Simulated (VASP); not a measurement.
Band structure of WS (relaxed from the zinc blende structure, space group F-43m). Level of theory: PBE GGA, VASP's PBE PAW potentials (set 64) (plane waves; VASP 6.6.1).

Unless said otherwise, spin-orbit coupling is left out, though it shifts the bands of the heavy elements here.

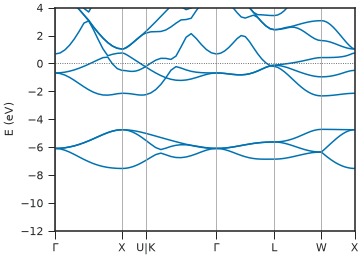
Figure. Bands along high-symmetry lines, zero at the valence-band maximum or, without a gap, the Fermi level

Read the plot: is there a gap, and where are the band edges?

It has no gap at this level: it comes out as a metal or semimetal. (Edges off the drawn lines would not show.)

The structure was generated: WS was put into the zinc blende type (F-43m), which need not be its known phase. It was relaxed first, which changed the volume by -35 %.
